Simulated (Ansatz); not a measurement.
**C₃H₅AlS: how energies converge with the basis set**

Aim: see how fast density functionals converge with the basis set for C₃H₅AlS.

Computed with Ansatz 0.2.0, Gaussian basis. Level: one geometry, several basis sets.

Plan: PBE0-D4/def2-SVP; ωB97M-V/def2-SVP; PBE0-D4/def2-QZVPP; ωB97M-V/def2-QZVPP; the functionals' def2-TZVPP values are taken from earlier runs.

## (1) The relaxed structure

All runs share one geometry, relaxed beforehand with PBE0-D4 in a triple-zeta def2 set.

SMILES `C=[C]1[S][Al]1[CH3]`, 10 atoms, charge 0, spin multiplicity 1.

Atoms are counted from 1 here; the program's logs count them from 0.

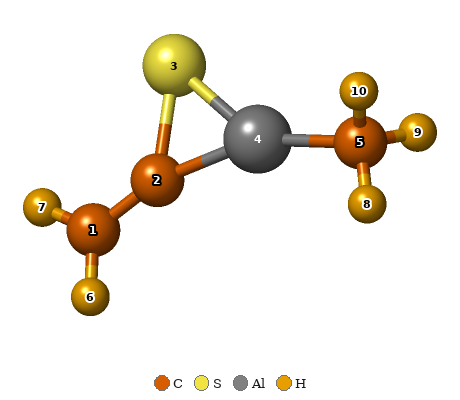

The geometry (carbon orange, sulfur yellow, aluminium grey, hydrogen amber); atoms are numbered from 1 in the order of the file.

As a file:

```
C    -0.68134   -1.30095   -2.15449
C    -0.23262   -0.96193   -0.95549
S     0.49103   -2.09472    0.31402
Al    0.24929    0.01612    0.57373
C     0.46841    1.56085    1.71404
H    -1.08609   -0.54155   -2.81603
H    -0.66687   -2.32313   -2.52343
H     0.19936    2.48378    1.19669
H    -0.16260    1.46824    2.60191
H     1.50452    1.64219    2.05194
```

## (2) PBE0-D4 in def2-SVP

in.yaml reads:

```yaml
crystal:
  periodic: [false, false, false]
  atoms:
    - {symbol: C, position_ang: [-0.681337, -1.300946, -2.154486]}
    - {symbol: C, position_ang: [-0.232617, -0.961934, -0.955485]}
    - {symbol: S, position_ang: [0.491034, -2.094724, 0.314025]}
    - {symbol: Al, position_ang: [0.249294, 0.016123, 0.573729]}
    - {symbol: C, position_ang: [0.468414, 1.560850, 1.714041]}
    - {symbol: H, position_ang: [-1.086094, -0.541547, -2.816034]}
    - {symbol: H, position_ang: [-0.666872, -2.323130, -2.523433]}
    - {symbol: H, position_ang: [0.199361, 2.483777, 1.196688]}
    - {symbol: H, position_ang: [-0.162602, 1.468236, 2.601915]}
    - {symbol: H, position_ang: [1.504519, 1.642194, 2.051941]}
basis:
  gaussian: {orbitals: def2-SVP}
hamiltonian: {xc: pbe0, dispersion: d4}
output: {orbitals: {seedname: orbitals}}
```

Launch:

```console
> ansatz run in.yaml --threads 4 --pin off --events-out ev --progress --plain --max-ram 10444MiB
```

Output:

```text
Functional definition: PBE0
  name "PBE0"
  cite "Adamo & Barone, J. Chem. Phys. 110, 6158 (1999) doi:10.1063/1.478522"
  cite "Perdew, Burke & Ernzerhof, Phys. Rev. Lett. 77, 3865 (1996) doi:10.1103/PhysRevLett.77.3865"
  parent pbe
  parameter a = 0.25
  parameter kappa = 0.804
  parameter beta = 0.06672455060314922
  exchange = (1 - a)*pbe_x(kappa = kappa, mu = beta*pi^2/3) + a*exact_x
  correlation = pbe_c(beta = beta)
1012 factors; integrals over basis functions are off by at most 1.3e-3 eV
mean field evaluation 1: about -20595.3456 eV, gradient 6.2e1 eV
mean field evaluation 2: about -20580.3907 eV, gradient 9.0e1 eV
mean field evaluation 4: about -20605.4720 eV, gradient 7.0e0 eV
mean field evaluation 8: about -20605.7878 eV, gradient 8.6e-1 eV
mean field evaluation 16: about -20605.7903 eV, gradient 2.5e-4 eV
mean field -20605.79030558 eV, -757.2488266238 hartree, gradient 2.8e-5 eV, S^2 0.000000; 0 other end points of the search recorded, 0 dependent functions left out
reference -20605.79033541 eV, -757.2488277199 hartree; 26, 26 occupied and 77, 77 virtual orbitals, 1012 factors
Total energy: -20605.97970497 eV, -757.2557869228 hartree
```

Wall time 1.1 s (4 threads of Arm Neoverse V2, shared host).

## (3) ωB97M-V in def2-SVP

in.yaml, as its differences from that of step 2:

```diff
@@ -15,3 +15,3 @@
   gaussian: {orbitals: def2-SVP}
-hamiltonian: {xc: pbe0, dispersion: d4}
+hamiltonian: {xc: {name: wB97M-V}}
 output: {orbitals: {seedname: orbitals}}
```

The command is unchanged.

Output, shortened:

```text
Functional definition: wB97M-V
  name "wB97M-V"
  cite "Mardirossian & Head-Gordon, J. Chem. Phys. 144, 214110 (2016) doi:10.1063/1.4952647"
  cite "Becke, J. Chem. Phys. 107, 8554 (1997) doi:10.1063/1.475007"
  cite "Vydrov & Van Voorhis, J. Chem. Phys. 133, 244103 (2010) doi:10.1063/1.3521275"
  # Of w^i u^j: cxij and so on, Table III.
[...]
  gx(w, u) = 1 - cx + cx01*u + cx10*w
  gss(w, u) = css00 + css04*u^4 + css10*w + css20*w^2 + css43*w^4*u^3
  gos(w, u) = cos00 + cos10*w + (cos20 + cos21*u)*w^2 + (cos60 + cos61*u)*w^6
[...]
      + integral(e_c_pw_mod_opposite_spin*gos(b97_w_opposite, b97_u_opposite)) + vv10(b, c)
1012 factors; integrals over basis functions are off by at most 1.3e-3 eV
305 factors; integrals over basis functions are off by at most 1.2e-5 eV
[...]
mean field -20613.90727789 eV, -757.5471198542 hartree, gradient 4.3e-5 eV, S^2 0.000000; 0 other end points of the search recorded, 0 dependent functions left out
reference -20613.90732454 eV, -757.5471215687 hartree; 26, 26 occupied and 77, 77 virtual orbitals, 1012 factors
Total energy: -20613.90732454 eV, -757.5471215687 hartree
```

It took 4.6 s on 4 threads of Arm Neoverse V2, shared host.

## (4) PBE0-D4 in def2-QZVPP

in.yaml, as its differences from that of step 3:

```diff
@@ -14,4 +14,4 @@
 basis:
-  gaussian: {orbitals: def2-SVP}
-hamiltonian: {xc: {name: wB97M-V}}
+  gaussian: {orbitals: "def2-QZVPP.json"}
+hamiltonian: {xc: pbe0, dispersion: d4}
 output: {orbitals: {seedname: orbitals}}
```

The command is unchanged.

Output:

```text
Functional definition: PBE0
  name "PBE0"
  cite "Adamo & Barone, J. Chem. Phys. 110, 6158 (1999) doi:10.1063/1.478522"
  cite "Perdew, Burke & Ernzerhof, Phys. Rev. Lett. 77, 3865 (1996) doi:10.1103/PhysRevLett.77.3865"
  parent pbe
  parameter a = 0.25
  parameter kappa = 0.804
  parameter beta = 0.06672455060314922
  exchange = (1 - a)*pbe_x(kappa = kappa, mu = beta*pi^2/3) + a*exact_x
  correlation = pbe_c(beta = beta)
1604 factors; their error is unknown
mean field evaluation 1: about -20600.2997 eV, gradient 8.1e1 eV
mean field evaluation 2: about -20566.1288 eV, gradient 1.2e2 eV
mean field evaluation 4: about -20615.7913 eV, gradient 1.1e1 eV
mean field evaluation 8: about -20616.0943 eV, gradient 3.0e-1 eV
mean field evaluation 16: about -20616.1115 eV, gradient 3.4e-4 eV
mean field -20616.11147758 eV, -757.6281226988 hartree, gradient 2.5e-5 eV, S^2 0.000000; 0 other end points of the search recorded, 0 dependent functions left out
reference -20616.11151985 eV, -757.6281242522 hartree; 26, 26 occupied and 435, 435 virtual orbitals, 1604 factors
Total energy: -20616.30088941 eV, -757.6350834551 hartree
```

It took 8 s on 4 threads of Arm Neoverse V2, shared host; peak memory 1.6 GiB.

## (5) ωB97M-V in def2-QZVPP

in.yaml, as its differences from that of step 4:

```diff
@@ -15,3 +15,3 @@
   gaussian: {orbitals: "def2-QZVPP.json"}
-hamiltonian: {xc: pbe0, dispersion: d4}
+hamiltonian: {xc: {name: wB97M-V}}
 output: {orbitals: {seedname: orbitals}}
```

The command is unchanged.

Output, shortened:

```text
Functional definition: wB97M-V
  name "wB97M-V"
  cite "Mardirossian & Head-Gordon, J. Chem. Phys. 144, 214110 (2016) doi:10.1063/1.4952647"
  cite "Becke, J. Chem. Phys. 107, 8554 (1997) doi:10.1063/1.475007"
  cite "Vydrov & Van Voorhis, J. Chem. Phys. 133, 244103 (2010) doi:10.1063/1.3521275"
  # Of w^i u^j: cxij and so on, Table III.
[...]
  gx(w, u) = 1 - cx + cx01*u + cx10*w
  gss(w, u) = css00 + css04*u^4 + css10*w + css20*w^2 + css43*w^4*u^3
  gos(w, u) = cos00 + cos10*w + (cos20 + cos21*u)*w^2 + (cos60 + cos61*u)*w^6
[...]
      + integral(e_c_pw_mod_opposite_spin*gos(b97_w_opposite, b97_u_opposite)) + vv10(b, c)
1533 factors; their error is unknown
387 factors; integrals over basis functions are off by at most 8.8e-6 eV
[...]
mean field -20624.33374592 eV, -757.9302854871 hartree, gradient 8.9e-5 eV, S^2 0.000000; 0 other end points of the search recorded, 0 dependent functions left out
reference -20624.33381274 eV, -757.9302879425 hartree; 26, 26 occupied and 435, 435 virtual orbitals, 1533 factors
Total energy: -20624.33381274 eV, -757.9302879425 hartree
```

It took 19 s on 4 threads of Arm Neoverse V2, shared host; peak memory 1.9 GiB.

## (6) Functionals by basis

The def2-TZVPP values come from earlier runs at the same geometry.

| functional | basis | functions | energy (eV) | from the largest (eV) | HOMO (eV) | LUMO (eV) |
| --- | --- | --- | --- | --- | --- | --- |
| PBE0-D4 | def2-SVP | 103 | -20605.9797 | 10.321 | -6.11 | -1.01 |
| PBE0-D4 | def2-TZVPP | 247 | -20615.6041 | 0.697 | -6.20 | -1.13 |
| PBE0-D4 | def2-QZVPP | 461 | -20616.3009 | 0.000 | -6.23 | -1.17 |
| ωB97M-V | def2-SVP | 103 | -20613.9073 | 10.426 | -8.14 | 0.77 |
| ωB97M-V | def2-TZVPP | 247 | -20623.6675 | 0.666 | -8.26 | 0.59 |
| ωB97M-V | def2-QZVPP | 461 | -20624.3338 | 0.000 | -8.29 | 0.40 |

## (7) Results

| quantity | value |
| --- | --- |
| PBE0-D4: double and triple zeta above quadruple | 10.32, 0.70 eV |
| ωB97M-V: double and triple zeta above quadruple | 10.43, 0.67 eV |

For PBE0-D4 the step from double to triple zeta gains 9.62 eV and the next only 0.70 eV. Total energies overstate the basis error of differences, where much of it tends to cancel.

For PBE0-D4 the largest set took about 8 times as long as the smallest (8 s against 1.1 s).
